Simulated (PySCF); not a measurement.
Input file:

```
{"job": {"kind": "uv", "xc": "PBE0", "basis": "def2-SVPD", "nstates": 5, "ntriplets": 0}, "charge": 0, "multiplicity": 1}
Ge    -1.088800     0.340500     0.305300
As     0.911500    -0.711800    -0.404900
H     -1.201100     0.492200     1.858000
H     -2.539100    -0.417200     0.198800
H     -1.320100     1.612000    -0.291100
H      0.113300    -0.786200    -1.641600
H      0.238600    -2.053300    -0.096700
```

Run with:

```sh
OMP_NUM_THREADS=1 python probes_run.py task.json out
```

Geometry: GFN2-xTB, MD frame at 250 fs, 600 K.

These are results of PySCF, PBE0/def2-SVPD, SCF density, gas phase, not measurements.

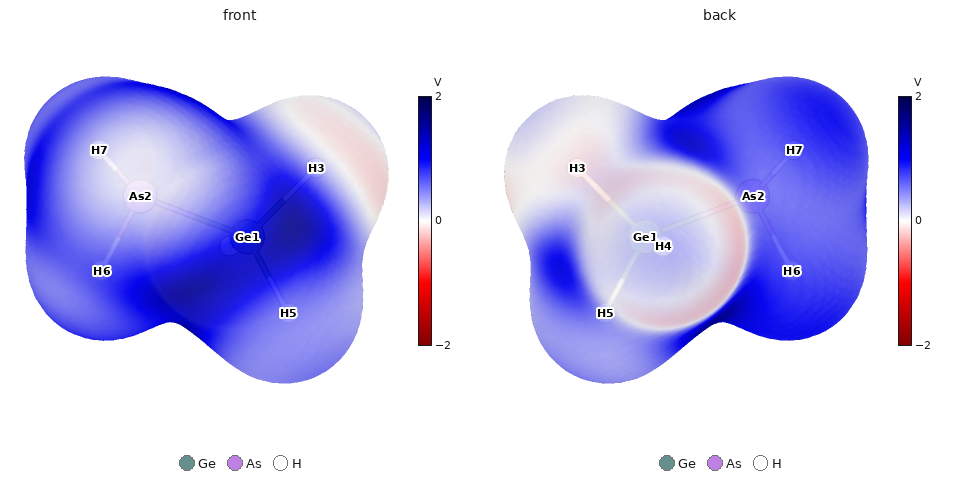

AsGeH₅. The molecular electrostatic potential painted on the density surface at 0.004 e/bohr³, seen from the front and from behind; the colour scale runs from red (negative) to blue (positive).

Question: Which sites attract a positive test charge, and which a negative one?

Answer: A positive charge is drawn to the negative regions and a negative charge to the positive ones. The most negative region (about −0.2 V) lies over H3 and H4, the most positive (about +1.6 V) over Ge1.
